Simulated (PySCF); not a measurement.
# C₄H₉FOSi₃: what the fields show

Input file:

```
{"job": {"kind": "nmr", "xc": "PBE0", "basis": "pcSseg-1"}, "charge": 0, "multiplicity": 1}
C     -1.372942    -2.326789    -0.255330
C     -1.465622    -1.007824    -0.347080
Si    -0.013688     0.152997    -0.005124
C     -0.581678     1.927212    -0.394239
C     -1.717024     2.373975    -0.903479
F      0.379338     2.845326    -0.081288
Si     2.165644    -0.448534    -0.697542
O      2.501176    -0.528791     0.926870
Si     1.266263    -0.125730     1.963497
H     -2.207822    -2.985642    -0.439228
H     -0.444786    -2.807205     0.010157
H     -2.422110    -0.578623    -0.616435
H     -1.900779     3.422363    -1.071783
H     -2.497300     1.687202    -1.169023
H      2.400328    -1.791507    -1.226319
H      3.112683     0.503479    -1.269857
H      1.042631    -1.302530     2.802383
H      1.746928     0.996937     2.762162
```

Run with:

```sh
OMP_NUM_THREADS=1 python probes_run.py task.json out
```

Geometry: GFN2-xTB.

Level of theory: PBE0/pcSseg-1, SCF density, gas phase, non-relativistic (PySCF).

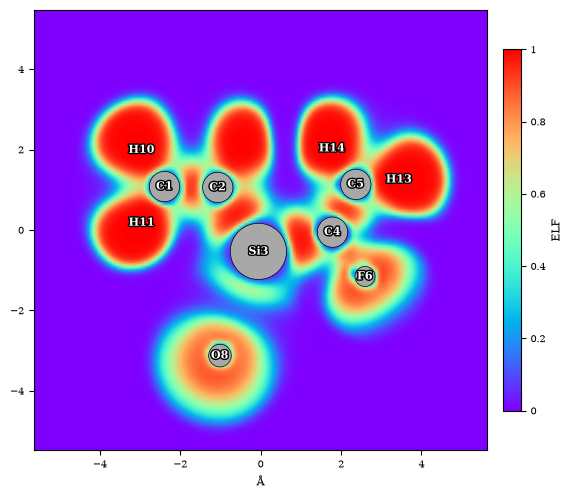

Figure 1. ELF on the plane of atoms C4, C5 and H13. Grey discs cover the atomic cores.

**Interpret the plot.**

- The plane passes through C, Si, F, O and H nuclei.
- C–C (1.32 Å): the ELF peaks at about 0.95 between the atoms (a short, multiple covalent bond).
- C–F (1.37 Å): the ELF peaks at about 0.85 between the atoms; a shared but strongly polarised pair.
- C–Si (1.89 Å): the ELF peaks at about 0.95 between the atoms: a covalent bond.
- C–H (1.07 Å): the ELF climbs to about 1 towards the hydrogen, as it does in any bond to H (an ordinary covalent bond to hydrogen).
- The ELF also peaks beside O8 and F6, away from the bonds: lone-pair regions.

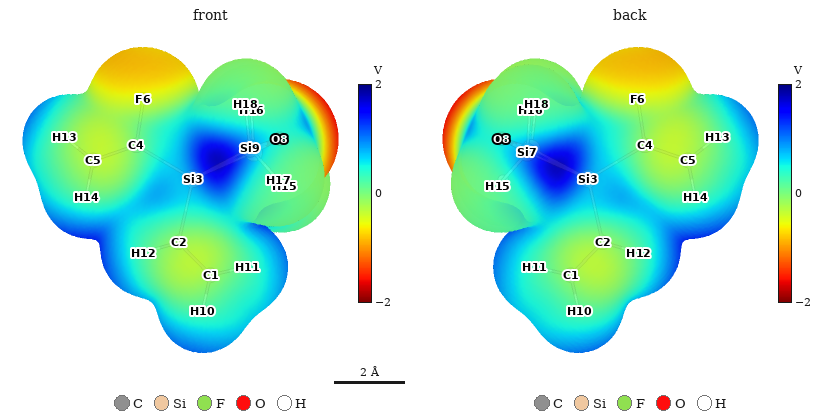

Figure 2. The electrostatic potential painted on the density surface at 0.002 e/bohr³, seen from the front and from behind; the colour scale runs from red (negative) to blue (positive).

**Describe the electrostatic potential map.**

The most negative region (about −1.5 V, or −35 kcal/mol for a unit charge) lies over O8, the most positive (about +1.7 V, or +39 kcal/mol for a unit charge) over Si7 and Si9. O8 is the likeliest acceptor of a hydrogen bond.

**What dipole moment does the calculation give?**

Its dipole moment is 3.10 D.
